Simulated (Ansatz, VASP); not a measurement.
## KCoN: VASP beside Ansatz

Wanted: the spread between two codes on one cell, functional and k mesh.

Program: Ansatz 0.2.0. Level of theory: plane waves, with VASP 6.6.1 beside it; single point at PBEsol and single point at PBEsol, DFT+U. Results are calculated unless marked as measured.

### 1. The structure

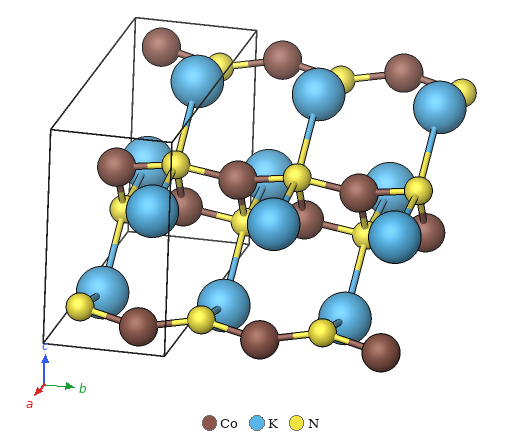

Start, viewed slightly off an axis; cobalt brown, potassium blue, nitrogen yellow. 1×3×1 cells are drawn.

As a file:

```cif
data_structure
_symmetry_space_group_name_H-M 'P 1'
_symmetry_Int_Tables_number 1
_cell_length_a 10.2915
_cell_length_b 3.4800
_cell_length_c 6.3046
_cell_angle_alpha 90.000
_cell_angle_beta 90.000
_cell_angle_gamma 90.000
_cell_volume 225.79
loop_
_atom_site_label
_atom_site_type_symbol
_atom_site_fract_x
_atom_site_fract_y
_atom_site_fract_z
_atom_site_occupancy
Co1 Co 0.95649 0.75000 0.10036 1
Co2 Co 0.45649 0.75000 0.39964 1
Co3 Co 0.04351 0.25000 0.89964 1
Co4 Co 0.54351 0.25000 0.60036 1
K5 K 0.83551 0.75000 0.57756 1
K6 K 0.33551 0.75000 0.92244 1
K7 K 0.16449 0.25000 0.42244 1
K8 K 0.66449 0.25000 0.07756 1
N9 N 0.56417 0.75000 0.65256 1
N10 N 0.06417 0.75000 0.84744 1
N11 N 0.43583 0.25000 0.34744 1
N12 N 0.93583 0.25000 0.15256 1
```

### 2. VASP: single point, PBEsol

A single point gives forces, pressure and levels at one fixed geometry, so differences don't come from the geometry; what else differs is listed under the comparison.

Lines of VASP's logs that name or quote its potential files are left out, and so is its time.

INCAR reads:

```
SYSTEM = KCoN
PREC = Normal
ENCUT = 480
EDIFF = 1E-06
NELM = 150
ISMEAR = 0
SIGMA = 0.05
LREAL = .FALSE.
ALGO = Normal
GGA = PS
NBANDS = 62
ISPIN = 2
MAGMOM = 2 2 2 2 0 0 0 0 0 0 0 0
LASPH = .TRUE.
LMAXMIX = 4
LORBIT = 11
LWAVE = .FALSE.
LCHARG = .FALSE.
KPAR = 2
AMIX = 0.2
BMIX = 1E-04
AMIX_MAG = 0.8
BMIX_MAG = 1E-04
NEDOS = 1200
```

POSCAR reads:

```
KCoN
1.0
   10.2914570000      0.0000000000      0.0000000000
    0.0000000000      3.4799790000      0.0000000000
    0.0000000000      0.0000000000      6.3045690000
Co K N
4 4 4
Direct
    0.9564880000      0.7500000000      0.1003620000
    0.4564880000      0.7500000000      0.3996380000
    0.0435120000      0.2500000000      0.8996380000
    0.5435120000      0.2500000000      0.6003620000
    0.8355130000      0.7500000000      0.5775570000
    0.3355130000      0.7500000000      0.9224430000
    0.1644870000      0.2500000000      0.4224430000
    0.6644870000      0.2500000000      0.0775570000
    0.5641710000      0.7500000000      0.6525570000
    0.0641710000      0.7500000000      0.8474430000
    0.4358290000      0.2500000000      0.3474430000
    0.9358290000      0.2500000000      0.1525570000
```

KPOINTS reads:

```
Automatic mesh
0
Gamma
2 5 3
0 0 0
```

The projector-augmented-wave data sets are Co, K_sv and N (PBE family, release 64).

Run with:

```
mpirun -np 2 vasp_std
```

Numbers of over 12 decimals in the logs are rounded to 6 here.

The log of the run:

```text
[banner, memory and clock lines left out]
running    2 mpi-ranks, on    1 nodes
 distrk:  each k-point on    1 cores,    2 groups
 distr:  one band on    1 cores,    1 groups

 POSCAR found type information on POSCAR CoK N
 POSCAR found :  3 types and      12 ions
|                                                                             |
|               ----> ADVICE to this user running VASP <----                  |
|                                                                             |
|     You enforced a specific xc type in the INCAR file but a different       |
|     [... a line on the potential file left out ...]
|     I HOPE YOU KNOW WHAT YOU ARE DOING!                                     |
|                                                                             |

 LDA part: xc-table for (Slater+PW92), standard interpolation
 POSCAR, INCAR and KPOINTS ok, starting setup
 FFT: planning ... GRIDC
 FFT: planning ... GRID_SOFT
 FFT: planning ... GRID
 WAVECAR not read
 entering main loop
       N       E                     dE             d eps       ncg     rms          rms(c)
DAV:   1     0.922823797022E+03    0.92282E+03   -0.37811E+04  2976   0.141E+03
DAV:   2     0.623403050126E+02   -0.86048E+03   -0.80916E+03  3030   0.399E+02
DAV:   3    -0.736579969893E+02   -0.13600E+03   -0.13068E+03  3808   0.166E+02
DAV:   4    -0.853772617930E+02   -0.11719E+02   -0.11535E+02  4216   0.409E+01
DAV:   5    -0.858996882210E+02   -0.52243E+00   -0.52132E+00  4850   0.895E+00    0.426E+01
DAV:   6    -0.736712217607E+02    0.12228E+02   -0.61875E+01  4258   0.666E+01    0.271E+01
DAV:   7    -0.714928865910E+02    0.21783E+01   -0.14579E+01  4360   0.381E+01    0.183E+01
DAV:   8    -0.712857260585E+02    0.20716E+00   -0.22526E+00  4136   0.799E+00    0.105E+01
DAV:   9    -0.710738539436E+02    0.21187E+00   -0.59319E-01  4458   0.464E+00    0.566E+00
DAV:  10    -0.710847990378E+02   -0.10945E-01   -0.14654E-01  3952   0.217E+00    0.234E+00
DAV:  11    -0.710795471834E+02    0.52519E-02   -0.49682E-02  3826   0.217E+00    0.800E-01
DAV:  12    -0.710786166835E+02    0.93050E-03   -0.19735E-02  3746   0.105E+00    0.317E-01
DAV:  13    -0.710781464365E+02    0.47025E-03   -0.17171E-03  4680   0.238E-01    0.194E-01
DAV:  14    -0.710779522053E+02    0.19423E-03   -0.65638E-04  4216   0.164E-01    0.101E-01
DAV:  15    -0.710779627605E+02   -0.10555E-04   -0.19119E-04  4448   0.677E-02    0.591E-02
DAV:  16    -0.710779817566E+02   -0.18996E-04   -0.37965E-05  3878   0.377E-02    0.244E-02
DAV:  17    -0.710779836140E+02   -0.18574E-05   -0.74736E-06  3724   0.184E-02    0.101E-02
DAV:  18    -0.710779828388E+02    0.77513E-06   -0.19788E-06  2292   0.100E-02
   1 F= -.71077983E+02 E0= -.71072439E+02  d E =-.110877E-01  mag=     1.6003
```

Parts of OUTCAR (step 2):

```text
ion  position               nearest neighbor table
   1  0.956  0.750  0.100-  12 1.78  12 1.78  10 1.94   3 2.33   3 2.33   5 3.26   7 3.43   7 3.43

  LATTYP: Found a simple orthorhombic cell.
 ALAT       =     3.4799790000
 B/A-ratio  =     1.8116686911
 C/A-ratio  =     2.9573330759

 Subroutine GETGRP returns: Found  8 space group operations
 (whereof  2 operations were pure point group operations)

The static configuration has the point symmetry S_2 .
 The point group associated with its full space group is D_2h.

 Found     12 irreducible k-points:

   k-points           NKPTS =     12   k-points in BZ     NKDIM =     12   number of bands    NBANDS=     62

   dimension x,y,z NGX =    56 NGY =   20 NGZ =   36
   dimension x,y,z NGXF=   112 NGYF=   40 NGZF=   72

   ENCUT  =  480.0 eV  35.28 Ry    5.94 a.u.  18.38  6.22 11.26*2*pi/ulx,y,z

   NELECT =      92.0000    total number of electrons

 k-points in reciprocal lattice and weights: Automatic mesh
   0.00000000  0.00000000  0.00000000       0.033
   0.50000000  0.00000000  0.00000000       0.033
   0.00000000  0.20000000  0.00000000       0.067
   0.50000000  0.20000000  0.00000000       0.067
   0.00000000  0.40000000  0.00000000       0.067
   0.50000000  0.40000000  0.00000000       0.067
   0.00000000  0.00000000  0.33333333       0.067
   0.50000000  0.00000000  0.33333333       0.067
   0.00000000  0.20000000  0.33333333       0.133
   0.50000000  0.20000000  0.33333333       0.133
   0.00000000  0.40000000  0.33333333       0.133
   0.50000000  0.40000000  0.33333333       0.133

 average (electrostatic) potential at core
       1 -85.2667       2 -85.2667       3 -85.2667       4 -85.2667       5 -34.9134
       6 -34.9134       7 -34.9134       8 -34.9134       9 -66.3428      10 -66.3428
      11 -66.3428      12 -66.3428

 E-fermi :   3.3330

 spin component 1
 k-point     1 :       0.0000    0.0000    0.0000
  band No.  band energies     occupation
    ...
     44       1.9846      1.00000
     45       2.1472      1.00000
     46       2.2283      1.00000
     47       3.2374      0.99656
     48       3.3139      0.70467
     49       4.2852      0.00000
     50       4.5412      0.00000
     51       4.8369      0.00000
     52       4.8422      0.00000
     53       5.2552      0.00000
    ...

 k-point     2 :       0.5000    0.0000    0.0000
  band No.  band energies     occupation
    ...
     44       1.9776      1.00000
     45       2.1889      1.00000
     46       2.1889      1.00000
     47       3.2758      0.94691
     48       3.2758      0.94691
     49       4.4119      0.00000
     50       4.4119      0.00000
     51       4.8393      0.00000
     52       4.8393      0.00000
     53       5.3598      0.00000
    ...

 k-point     3 :       0.0000    0.2000    0.0000
  band No.  band energies     occupation
    ...
     43       2.2268      1.00000
     44       2.2367      1.00000
     45       2.5476      1.00000
     46       2.6434      1.00000
     47       3.2656      0.97155
     48       3.3755      0.11432
     49       3.9280      0.00000
     50       4.0918      0.00000
     51       5.0851      0.00000
     52       5.1210      0.00000
    ...

 k-point     4 :       0.5000    0.2000    0.0000
  band No.  band energies     occupation
    ...
     44       2.2364      1.00000
     45       2.5978      1.00000
     46       2.5978      1.00000
     47       3.3204      0.63929
     48       3.3204      0.63929
     49       4.0006      0.00000
     50       4.0006      0.00000
     51       5.1789      0.00000
     52       5.1789      0.00000
     53       5.3676      0.00000
    ...

 k-point     5 :       0.0000    0.4000    0.0000
  band No.  band energies     occupation
    ...
     42       2.1127      1.00000
     43       2.4787      1.00000
     44       2.5099      1.00000
     45       3.2048      0.99986
     46       3.2434      0.99433
     47       3.6400      0.00000
     48       3.7576      0.00000
     49       3.7989      0.00000
     50       3.8825      0.00000
     51       4.0445      0.00000
    ...

 k-point     6 :       0.5000    0.4000    0.0000
  band No.  band energies     occupation
    ...
     42       2.1021      1.00000
     43       2.4896      1.00000
     44       2.4896      1.00000
     45       3.2226      0.99910
     46       3.2226      0.99910
     47       3.7238      0.00000
     48       3.7238      0.00000
     49       3.8065      0.00000
     50       3.8065      0.00000
     51       4.0822      0.00000
    ...

  Total       -3.1549398     -8.2613352     -4.0026750      0.0000000      0.0000000      0.0000000
  in kB      -22.3868387    -58.6208267    -28.4022027      0.0000000      0.0000000      0.0000000
  external PRESSURE =     -36.4699560 kB  Pullay stress =       0.0000000 kB

  energy-cutoff  :      480.00
  volume of cell :      225.79
      direct lattice vectors                 reciprocal lattice vectors
    10.291457000  0.000000000  0.000000000     0.097167971  0.000000000  0.000000000
     0.000000000  3.479979000  0.000000000     0.000000000  0.287358056  0.000000000
     0.000000000  0.000000000  6.304569000     0.000000000  0.000000000  0.158615125

 POSITION                                       TOTAL-FORCE (eV/Angst)
 -----------------------------------------------------------------------------------
      9.84366      2.60998      0.63274         0.186103      0.000000     -0.246346
      4.69793      2.60998      2.51955         0.186103      0.000000      0.246346
      0.44780      0.86999      5.67183        -0.186103     -0.000000      0.246346
      5.59353      0.86999      3.78502        -0.186103      0.000000     -0.246346
      8.59865      2.60998      3.64125         0.008724      0.000000     -0.000826
      3.45292      2.60998      5.81561         0.008724      0.000000      0.000826
      1.69281      0.86999      2.66332        -0.008724     -0.000000      0.000826
      6.83854      0.86999      0.48896        -0.008724      0.000000     -0.000826
      5.80614      2.60998      4.11409        -0.219578      0.000000     -0.288932
      0.66041      2.60998      5.34276        -0.219578     -0.000000      0.288932
      4.48532      0.86999      2.19048         0.219578      0.000000      0.288932
      9.63104      0.86999      0.96181         0.219578      0.000000     -0.288932
 -----------------------------------------------------------------------------------
    total drift:                                0.000000     -0.000000      0.000000

  FREE ENERGIE OF THE ION-ELECTRON SYSTEM (eV)
  ---------------------------------------------------
  free  energy   TOTEN  =       -71.0779828388 eV

  energy  without entropy=      -71.0668951425  energy(sigma->0) =      -71.07243899

 total charge
# of ion       s       p       d       tot
------------------------------------------
    1        0.518   0.672   7.442   8.631
    2        0.518   0.672   7.442   8.631
    3        0.518   0.672   7.442   8.631
    4        0.518   0.672   7.442   8.631
    5        1.965   5.562   0.039   7.565
    6        1.965   5.562   0.039   7.565
    7        1.965   5.562   0.039   7.565
    8        1.965   5.562   0.039   7.565
    9        1.266   2.337   0.000   3.603
   10        1.266   2.337   0.000   3.603
   11        1.266   2.337   0.000   3.603
   12        1.266   2.337   0.000   3.603
--------------------------------------------------
tot         14.994  34.283  29.924  79.201

 magnetization (x)
# of ion       s       p       d       tot
------------------------------------------
    1        0.001  -0.006   0.341   0.336
    2        0.001  -0.006   0.341   0.336
    3        0.001  -0.006   0.341   0.336
    4        0.001  -0.006   0.341   0.336
    5       -0.001  -0.001  -0.000  -0.002
    6       -0.001  -0.001  -0.000  -0.002
    7       -0.001  -0.001  -0.000  -0.002
    8       -0.001  -0.001  -0.000  -0.002
    9        0.002   0.059   0.000   0.062
   10        0.002   0.059   0.000   0.062
   11        0.002   0.059   0.000   0.062
   12        0.002   0.059   0.000   0.062
--------------------------------------------------
tot          0.010   0.211   1.362   1.584

[... 6 further parts left out ...]
```

The run ends at a pressure of -3.65 GPa, with forces up to 0.36 eV/Å.

(Continued in part 2 of 3.)

[Lines on the potential files, build, host, timing and source positions are cut from VASP's logs without a mark.]

[Logs are printed without paths, hosts, clocks, repeated set-up lines and the standing remarks that a program may print on its own settings, such as how far it seeks lower states.]

[Hosts, paths, dates, database ids (printed as entryN), source tags and the programs' standing remarks are cut or masked in the printed files.]
